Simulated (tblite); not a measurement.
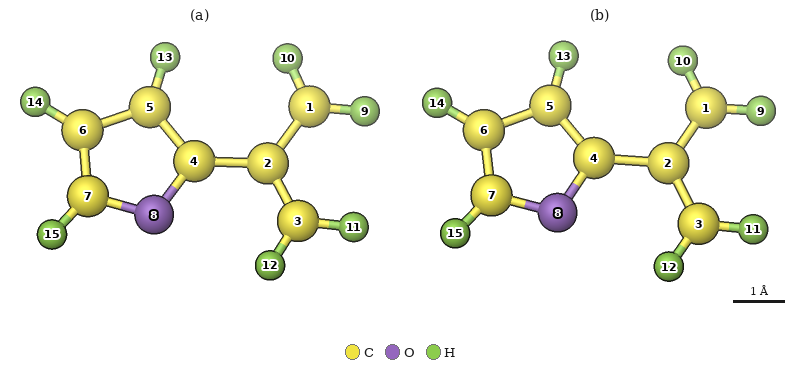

The structure of C$_{7}$H$_{7}$O (multiplicity 2) before (left) and after (right) a relaxation, at one scale.

A ball-and-stick model, seen at a tilt.

The calculation used tblite, GFN2-xTB geometry optimisation, gas phase. 

**What changed between the two?**

The atom that moves furthest after the best rigid fit is H10 (0.10 Å). By element the largest moves are H 0.10 Å, O 0.08 Å, C 0.07 Å. Among the contacts that change: C1–C2 1.450 → 1.382 Å, C2–C3 1.325 → 1.382 Å, C4–C5 1.407 → 1.372 Å, C4–O8 1.378 → 1.354 Å. Among the angles between lasting bonds that change: C2–C4–O8 124.2° → 118.9°, C1–C2–C4 123.7° → 119.5°, C1–C2–C3 118.8° → 121.9°. Over 26 geometry steps the energy falls by 0.286 eV.
